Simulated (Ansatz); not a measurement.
## Molecular dynamics of ZrHBr3O (part 1 of 2)

- system: ZrHBr3O
- method: UKS BLYP-d4/def2-SVP (Ansatz 0.2.0)

The geometry comes from this level: PBE0-D4/def2-TZVP. Figures and captions count atoms from 1; the log counts them from 0 in places.

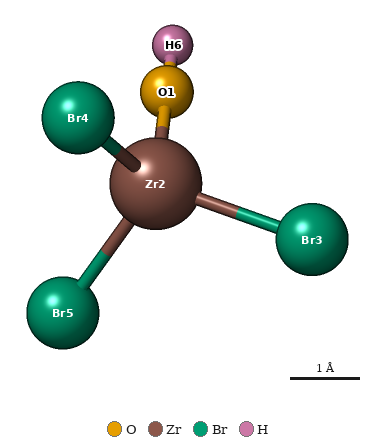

Figure 1. The input geometry (ball-and-stick view, seen at an oblique angle; atoms are numbered from 1 in the order of the input). Sticks mark near contacts.

## Results in brief

| quantity | value |
| --- | --- |
| outcome | finished |
| mean temperature over the second half | 1029 K |
| trajectory | 50 steps, 100 fs |
| ensemble | nve |
| temperature in the input | 1000 K |
| time step | 2 fs |
| potential energy (last step) | −213464.2243 eV |
| mean-field energy (last step) | −213463.7518 eV |
| dispersion energy (last step) | −0.4725 eV |
| SCF solution under orbital rotations (last step) | stable |
| largest force (length of the vector) (last step) | 14.200 eV/Å |
| dipole moment (last step) | 2.67 D |
| hardware | 4 threads of Arm Neoverse V2, 23 GiB of memory available, shared host |
| wall time | 4 min (CPU time 15 min) |
| peak memory | 0.48 GiB |

## Remarks

So short a trajectory is not equilibrated.

## The input
```yaml
crystal:
  periodic: [false, false, false]
  atoms:
    - {symbol: O, position_ang: [-0.020183, 0.199506, 1.482634]}
    - {symbol: Zr, position_ang: [0.004809, -0.050227, -0.374410]}
    - {symbol: Br, position_ang: [1.872706, -1.587513, -0.961542]}
    - {symbol: Br, position_ang: [-2.164316, -1.040235, -1.089843]}
    - {symbol: Br, position_ang: [0.338848, 2.152300, -1.485424]}
    - {symbol: H, position_ang: [-0.031856, 0.326169, 2.428575]}
basis:
  gaussian: {orbitals: def2-SVP}
magnetization: {spin_polarized: true, initial_magnetization: 0}
hamiltonian: {xc: {name: BLYP}, dispersion: d4}
md: {timestep: 2 fs, n_steps: 50, ensemble: nve, temperature: 1000, initial_velocities: maxwell_boltzmann, seed: 555}
```

Launched with:
```bash
ansatz run in.yaml --threads 4 --pin off --events-out ev --progress --plain --max-ram 11315MiB
```

## Output
```
Functional definition: BLYP
  name "BLYP"
  cite "Becke, Phys. Rev. A 38, 3098 (1988) doi:10.1103/PhysRevA.38.3098"
  cite "Lee, Yang & Parr, Phys. Rev. B 37, 785 (1988) doi:10.1103/PhysRevB.37.785"
  parameter beta = 0.0042
  parameter a = 0.04918
  parameter b = 0.132
  parameter c = 0.2533
  parameter d = 0.349
  exchange = b88_x(beta = beta)
  correlation = lyp_c(a = a, b = b, c = c, d = d)
1514 factors; their error is unknown
mean field evaluation 1: about -213457.7319 eV, gradient 4.5e1 eV
mean field evaluation 2: about -213355.9753 eV, gradient 1.4e2 eV
mean field evaluation 4: about -213459.9805 eV, gradient 3.0e1 eV
mean field evaluation 8: about -213465.0566 eV, gradient 1.5e-1 eV
mean field evaluation 16: about -213464.8960 eV, gradient 3.9e-4 eV
mean field -213464.89604017 eV, -7844.6902377730 hartree, gradient 6.4e-5 eV, S^2 0.000000; 0 other end points of the search recorded, 0 dependent functions left out
the calculation of the forces begins
reference -213464.89647034 eV, -7844.6902535815 hartree; 63, 63 occupied and 83, 83 virtual orbitals, 1514 factors
md step     0: t =     0.00 fs  T =  1000.0 K  F+E_penalty+E_count = -213465.36816524 eV  E_kin = 0.517040 eV  conserved = -213464.85112525 eV  (29 SCF iters)
these checks for a lower state are left out or cut short: starts, cluster_reference, orbital_swaps, neighbouring_geometries, increment
1514 factors; their error is unknown
mean field -213464.79725707 eV, -7844.6866075611 hartree, gradient 2.4e-5 eV, S^2 0.000000; 0 other end points of the search recorded, 0 dependent functions left out
the calculation of the forces begins
reference -213464.79768744 eV, -7844.6866233767 hartree; 63, 63 occupied and 83, 83 virtual orbitals, 1514 factors
md step     1: t =     2.00 fs  T =   911.3 K  F+E_penalty+E_count = -213465.26614818 eV  E_kin = 0.471184 eV  conserved = -213464.79496430 eV  (33 SCF iters, 17 dispersion substeps)
[... from here on the SCF iterations and repeated set-up lines of each step are left out, up to the last step ...]
md step     2: t =     4.00 fs  T =  1000.9 K  F+E_penalty+E_count = -213465.33744375 eV  E_kin = 0.517523 eV  conserved = -213464.81992044 eV  (33 SCF iters, 17 dispersion substeps)
md step     3: t =     6.00 fs  T =   887.4 K  F+E_penalty+E_count = -213465.25343982 eV  E_kin = 0.458833 eV  conserved = -213464.79460727 eV  (33 SCF iters, 17 dispersion substeps)
md step     4: t =     8.00 fs  T =   928.9 K  F+E_penalty+E_count = -213465.34875962 eV  E_kin = 0.480256 eV  conserved = -213464.86850401 eV  (33 SCF iters, 17 dispersion substeps)
md step     5: t =    10.00 fs  T =   787.6 K  F+E_penalty+E_count = -213465.23327855 eV  E_kin = 0.407199 eV  conserved = -213464.82607927 eV  (33 SCF iters, 17 dispersion substeps)
md step     6: t =    12.00 fs  T =   809.1 K  F+E_penalty+E_count = -213465.26958816 eV  E_kin = 0.418324 eV  conserved = -213464.85126410 eV  (32 SCF iters, 17 dispersion substeps)
md step     7: t =    14.00 fs  T =   662.3 K  F+E_penalty+E_count = -213465.15790852 eV  E_kin = 0.342421 eV  conserved = -213464.81548763 eV  (33 SCF iters, 17 dispersion substeps)
md step     8: t =    16.00 fs  T =   680.0 K  F+E_penalty+E_count = -213465.22711646 eV  E_kin = 0.351581 eV  conserved = -213464.87553538 eV  (33 SCF iters, 17 dispersion substeps)
md step     9: t =    18.00 fs  T =   547.9 K  F+E_penalty+E_count = -213465.12428637 eV  E_kin = 0.283294 eV  conserved = -213464.84099243 eV  (33 SCF iters, 17 dispersion substeps)
md step    10: t =    20.00 fs  T =   584.2 K  F+E_penalty+E_count = -213465.16924607 eV  E_kin = 0.302061 eV  conserved = -213464.86718491 eV  (33 SCF iters, 17 dispersion substeps)
md step    11: t =    22.00 fs  T =   475.1 K  F+E_penalty+E_count = -213465.07154046 eV  E_kin = 0.245656 eV  conserved = -213464.82588458 eV  (32 SCF iters, 17 dispersion substeps)
md step    12: t =    24.00 fs  T =   529.7 K  F+E_penalty+E_count = -213465.15143427 eV  E_kin = 0.273888 eV  conserved = -213464.87754636 eV  (33 SCF iters, 17 dispersion substeps)
md step    13: t =    26.00 fs  T =   438.0 K  F+E_penalty+E_count = -213465.07402147 eV  E_kin = 0.226486 eV  conserved = -213464.84753557 eV  (33 SCF iters, 17 dispersion substeps)
md step    14: t =    28.00 fs  T =   501.9 K  F+E_penalty+E_count = -213465.13514325 eV  E_kin = 0.259492 eV  conserved = -213464.87565170 eV  (33 SCF iters, 17 dispersion substeps)
md step    15: t =    30.00 fs  T =   414.0 K  F+E_penalty+E_count = -213465.04267692 eV  E_kin = 0.214054 eV  conserved = -213464.82862248 eV  (32 SCF iters, 17 dispersion substeps)
md step    16: t =    32.00 fs  T =   474.1 K  F+E_penalty+E_count = -213465.11934696 eV  E_kin = 0.245151 eV  conserved = -213464.87419611 eV  (33 SCF iters, 17 dispersion substeps)
md step    17: t =    34.00 fs  T =   378.8 K  F+E_penalty+E_count = -213465.04236953 eV  E_kin = 0.195834 eV  conserved = -213464.84653568 eV  (34 SCF iters, 17 dispersion substeps)
md step    18: t =    36.00 fs  T =   439.3 K  F+E_penalty+E_count = -213465.10506654 eV  E_kin = 0.227133 eV  conserved = -213464.87793324 eV  (33 SCF iters, 17 dispersion substeps)
md step    19: t =    38.00 fs  T =   353.8 K  F+E_penalty+E_count = -213465.00608545 eV  E_kin = 0.182932 eV  conserved = -213464.82315359 eV  (33 SCF iters, 17 dispersion substeps)
md step    20: t =    40.00 fs  T =   422.6 K  F+E_penalty+E_count = -213465.08040881 eV  E_kin = 0.218523 eV  conserved = -213464.86188603 eV  (33 SCF iters, 17 dispersion substeps)
md step    21: t =    42.00 fs  T =   347.7 K  F+E_penalty+E_count = -213465.01613727 eV  E_kin = 0.179793 eV  conserved = -213464.83634425 eV  (32 SCF iters, 17 dispersion substeps)
md step    22: t =    44.00 fs  T =   451.0 K  F+E_penalty+E_count = -213465.10685218 eV  E_kin = 0.233189 eV  conserved = -213464.87366276 eV  (32 SCF iters, 17 dispersion substeps)
md step    23: t =    46.00 fs  T =   405.9 K  F+E_penalty+E_count = -213465.01975273 eV  E_kin = 0.209886 eV  conserved = -213464.80986665 eV  (31 SCF iters, 17 dispersion substeps)
md step    24: t =    48.00 fs  T =   508.1 K  F+E_penalty+E_count = -213465.10262815 eV  E_kin = 0.262732 eV  conserved = -213464.83989609 eV  (33 SCF iters, 17 dispersion substeps)
md step    25: t =    50.00 fs  T =   444.4 K  F+E_penalty+E_count = -213465.04561156 eV  E_kin = 0.229785 eV  conserved = -213464.81582647 eV  (32 SCF iters, 17 dispersion substeps)
md step    26: t =    52.00 fs  T =   560.4 K  F+E_penalty+E_count = -213465.15166040 eV  E_kin = 0.289758 eV  conserved = -213464.86190283 eV  (32 SCF iters, 17 dispersion substeps)
md step    27: t =    54.00 fs  T =   487.4 K  F+E_penalty+E_count = -213465.03373911 eV  E_kin = 0.251989 eV  conserved = -213464.78175016 eV  (32 SCF iters, 17 dispersion substeps)
md step    28: t =    56.00 fs  T =   576.7 K  F+E_penalty+E_count = -213465.10152961 eV  E_kin = 0.298156 eV  conserved = -213464.80337362 eV  (33 SCF iters, 17 dispersion substeps)
md step    29: t =    58.00 fs  T =   460.6 K  F+E_penalty+E_count = -213465.01538740 eV  E_kin = 0.238163 eV  conserved = -213464.77722390 eV  (32 SCF iters, 17 dispersion substeps)
md step    30: t =    60.00 fs  T =   583.2 K  F+E_penalty+E_count = -213465.14021968 eV  E_kin = 0.301515 eV  conserved = -213464.83870469 eV  (33 SCF iters, 17 dispersion substeps)
md step    31: t =    62.00 fs  T =   463.0 K  F+E_penalty+E_count = -213464.95824008 eV  E_kin = 0.239373 eV  conserved = -213464.71886670 eV  (32 SCF iters, 17 dispersion substeps)
md step    32: t =    64.00 fs  T =   602.3 K  F+E_penalty+E_count = -213465.04437576 eV  E_kin = 0.311416 eV  conserved = -213464.73295994 eV  (33 SCF iters, 17 dispersion substeps)
md step    33: t =    66.00 fs  T =   429.1 K  F+E_penalty+E_count = -213464.92122167 eV  E_kin = 0.221876 eV  conserved = -213464.69934562 eV  (32 SCF iters, 17 dispersion substeps)
md step    34: t =    68.00 fs  T =   650.9 K  F+E_penalty+E_count = -213465.12593454 eV  E_kin = 0.336522 eV  conserved = -213464.78941251 eV  (33 SCF iters, 17 dispersion substeps)
md step    35: t =    70.00 fs  T =   463.5 K  F+E_penalty+E_count = -213464.80021577 eV  E_kin = 0.239635 eV  conserved = -213464.56058082 eV  (33 SCF iters, 17 dispersion substeps)
md step    36: t =    72.00 fs  T =   779.2 K  F+E_penalty+E_count = -213464.93994294 eV  E_kin = 0.402870 eV  conserved = -213464.53707280 eV  (39 SCF iters, 17 dispersion substeps)
md step    37: t =    74.00 fs  T =   407.1 K  F+E_penalty+E_count = -213464.69844665 eV  E_kin = 0.210503 eV  conserved = -213464.48794354 eV  (32 SCF iters, 17 dispersion substeps)
md step    38: t =    76.00 fs  T =   909.9 K  F+E_penalty+E_count = -213465.08893898 eV  E_kin = 0.470478 eV  conserved = -213464.61846107 eV  (33 SCF iters, 17 dispersion substeps)
md step    39: t =    78.00 fs  T =   499.7 K  F+E_penalty+E_count = -213464.30854757 eV  E_kin = 0.258366 eV  conserved = -213464.05018137 eV  (39 SCF iters, 17 dispersion substeps)
md step    40: t =    80.00 fs  T =  1635.3 K  F+E_penalty+E_count = -213464.49192755 eV  E_kin = 0.845499 eV  conserved = -213463.64642854 eV  (37 SCF iters, 17 dispersion substeps)
md step    41: t =    82.00 fs  T =   286.5 K  F+E_penalty+E_count = -213463.73989973 eV  E_kin = 0.148126 eV  conserved = -213463.59177401 eV  (34 SCF iters, 19 dispersion substeps)
md step    42: t =    84.00 fs  T =  1248.4 K  F+E_penalty+E_count = -213464.26437065 eV  E_kin = 0.645488 eV  conserved = -213463.61888234 eV  (33 SCF iters, 19 dispersion substeps)
md step    43: t =    86.00 fs  T =  1140.7 K  F+E_penalty+E_count = -213464.81082080 eV  E_kin = 0.589780 eV  conserved = -213464.22104058 eV  (38 SCF iters, 19 dispersion substeps)
md step    44: t =    88.00 fs  T =  1413.1 K  F+E_penalty+E_count = -213464.04786498 eV  E_kin = 0.730651 eV  conserved = -213463.31721441 eV  (32 SCF iters, 19 dispersion substeps)
md step    45: t =    90.00 fs  T =  4145.9 K  F+E_penalty+E_count = -213463.51039642 eV  E_kin = 2.143613 eV  conserved = -213461.36678304 eV  (38 SCF iters, 19 dispersion substeps)
md step    46: t =    92.00 fs  T =  1098.9 K  F+E_penalty+E_count = -213461.95335605 eV  E_kin = 0.568153 eV  conserved = -213461.38520310 eV  (38 SCF iters, 27 dispersion substeps)
md step    47: t =    94.00 fs  T =   287.6 K  F+E_penalty+E_count = -213461.55641219 eV  E_kin = 0.148693 eV  conserved = -213461.40771873 eV  (56 SCF iters, 27 dispersion substeps)
md step    48: t =    96.00 fs  T =  1162.6 K  F+E_penalty+E_count = -213461.98740341 eV  E_kin = 0.601085 eV  conserved = -213461.38631854 eV  (38 SCF iters, 27 dispersion substeps)
md step    49: t =    98.00 fs  T =  4242.2 K  F+E_penalty+E_count = -213463.56120289 eV  E_kin = 2.193366 eV  conserved = -213461.36783725 eV  (35 SCF iters, 27 dispersion substeps)
these checks for a lower state are left out or cut short: starts, cluster_reference, orbital_swaps, neighbouring_geometries, increment
1514 factors; their error is unknown
mean field evaluation 416: about -213463.7513 eV, gradient 5.0e-5 eV
mean field -213463.75132825 eV, -7844.6481703858 hartree, gradient 1.5e-5 eV, S^2 0.000000; 0 other end points of the search recorded, 0 dependent functions left out
the calculation of the forces begins
reference -213463.75175471 eV, -7844.6481860577 hartree; 63, 63 occupied and 83, 83 virtual orbitals, 1514 factors
1514 factors; their error is unknown
mean field -213463.75132825 eV, -7844.6481703858 hartree, gradient 1.5e-5 eV, S^2 0.000000; 1 other end points of the search recorded, 0 dependent functions left out
the calculation of the forces begins
reference -213463.75175471 eV, -7844.6481860577 hartree; 63, 63 occupied and 83, 83 virtual orbitals, 1514 factors
md step    50: t =   100.00 fs  T =  1783.1 K  F+E_penalty+E_count = -213464.22383732 eV  E_kin = 0.921940 eV  conserved = -213463.30189684 eV  (33 SCF iters, 27 dispersion substeps)
```

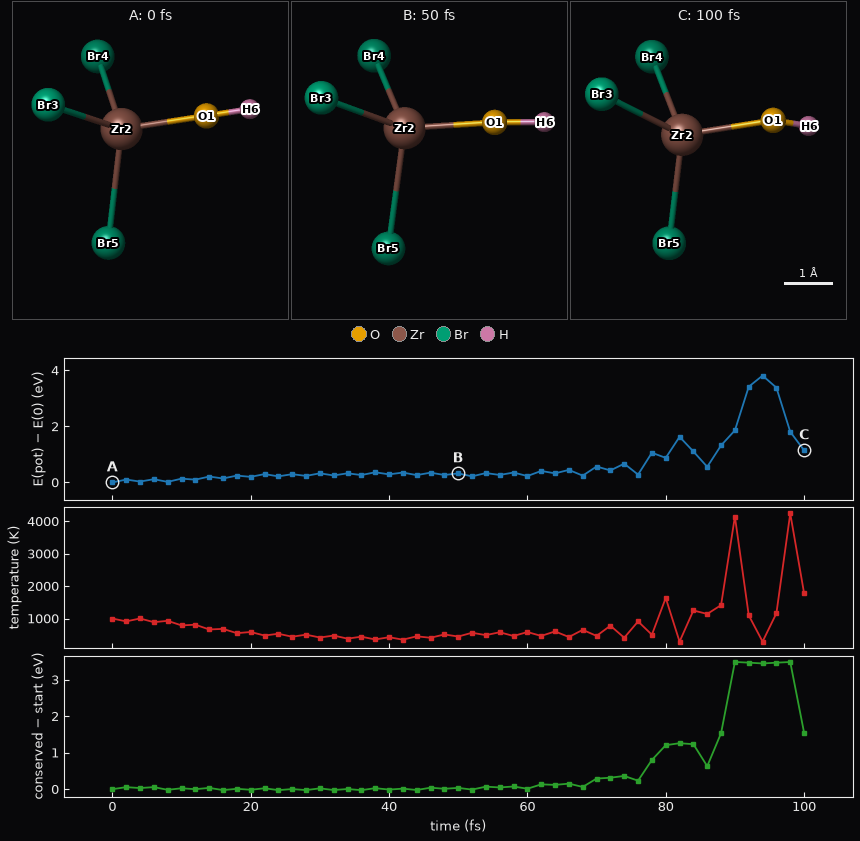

Figure 2. Frames of the molecular dynamics (ball-and-stick, seen at a tilt) above the curves, on which the letters mark them. The trajectory kept here has 51 frames over 100 fs. The temperature starts at 1000 K, ranges from 286 to 4242 K and averages 1029 K over the second half. The potential energy ends 1.144 eV above its first value. The conserved quantity stays within 3.5 eV. After an unweighted best fit of the last frame on the first, the root-mean-square displacement is 0.29 Å.

```
Total energy: -213464.22426377 eV, -7844.6655504456 hartree
Atom 0 at    -0.202602     0.400726     1.555084 Å, force     7.313693    -7.657286    -9.460799 eV/Å
Atom 1 at     0.062536     0.078203    -0.347325 Å, force     0.042652    -2.284610     1.080806 eV/Å
Atom 2 at     1.763797    -1.768278    -1.023879 Å, force    -0.212486     0.682611     0.309171 eV/Å
Atom 3 at    -2.007107    -1.109678    -1.115137 Å, force    -0.197493     0.185390    -0.042639 eV/Å
Atom 4 at     0.268767     2.208868    -1.438763 Å, force     0.187216     1.467977    -0.826626 eV/Å
Atom 5 at    -0.634199     0.859493     2.075216 Å, force    -7.133582     7.605919     8.940086 eV/Å
Dipole moment:    -0.121191     0.423207     0.340858 e Å
```

## Trajectory as extended XYZ (Å, eV, eV/Å), 31 of the 51 frames kept, from step=0 to step=50
```
6
Properties=species:S:1:pos:R:3:forces:R:3 step=0 time_fs=0.0 energy=-213465.36816 temperature=1000.0
O    -0.0202    0.1995    1.4826   -0.0018   0.0130   0.0950
Zr    0.0048   -0.0502   -0.3744    0.0067  -0.0669  -0.4972
Br    1.8727   -1.5875   -0.9615    0.3328  -0.2738  -0.1039
Br   -2.1643   -1.0402   -1.0898   -0.3866  -0.1763  -0.1266
Br    0.3388    2.1523   -1.4854    0.0595   0.3926  -0.1971
H    -0.0319    0.3262    2.4286   -0.0106   0.1113   0.8298
6
Properties=species:S:1:pos:R:3:forces:R:3 step=2 time_fs=4.0 energy=-213465.33744 temperature=1000.9
O    -0.0512    0.2422    1.4980    0.0332   0.1301   2.2284
Zr    0.0086   -0.0670   -0.3669    0.0114   0.6544  -0.0868
Br    1.8667   -1.5963   -0.9682    0.4146  -0.3467  -0.1015
Br   -2.1544   -1.0418   -1.0901   -0.4604  -0.2281  -0.1569
Br    0.3371    2.1732   -1.4911    0.0049  -0.0517  -0.0103
H    -0.0530    0.3357    2.5069   -0.0037  -0.1581  -1.8729
6
Properties=species:S:1:pos:R:3:forces:R:3 step=3 time_fs=6.0 energy=-213465.25344 temperature=887.4
O    -0.0667    0.2643    1.5153    0.0646  -0.4638  -4.0672
Zr    0.0106   -0.0751   -0.3633   -0.0060   1.0217   0.2767
Br    1.8640   -1.6010   -0.9716    0.4309  -0.3625  -0.0955
Br   -2.1498   -1.0428   -1.0904   -0.4689  -0.2403  -0.1634
Br    0.3362    2.1837   -1.4939   -0.0206  -0.2706   0.0813
H    -0.0634    0.3284    2.4199   -0.0001   0.3155   3.9682
```
